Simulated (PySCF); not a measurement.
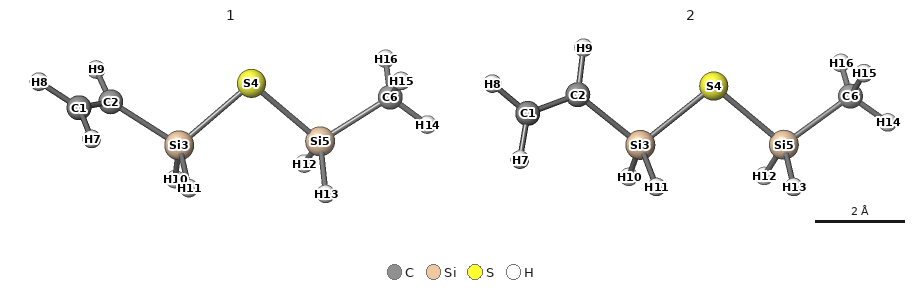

Two geometries of C₃H₁₀SSi₂, drawn at one scale. One is the start of a relaxation, the other its converged end. Style: ball-and-stick. Shown at a tilt.

Computed with PBE0-D3(BJ)/def2-SVP geometry optimisation, gas phase (PySCF 2.14.0, density-fitted response routines). 

Q: Which one is relaxed?

A: Structure 1 is the relaxed one. The start comes from GFN2-xTB. The largest move after the best rigid fit is that of H7, 1.21 Å. By element the largest moves are H 1.21 Å, C 0.39 Å, Si 0.16 Å, S 0.08 Å. Near-neighbour distances that change, for instance: Si3–H10 1.463 → 1.496 Å, Si3–H11 1.462 → 1.495 Å, C1–H7 1.078 → 1.096 Å, Si5–C6 1.888 → 1.871 Å. Bond angles that change, for instance: C2–Si3–H11 113.1° → 109.2°, Si3–S4–Si5 103.3° → 100.0°, C2–Si3–S4 104.3° → 107.3°. Groups turn about C2–Si3 by about 50°. The energy falls by 16.8 kJ/mol in 12 geometry steps. Largest force component: 0.78 eV/Å at the start, 0.021 eV/Å at the end. The run took roughly 100 core-seconds on a shared host.
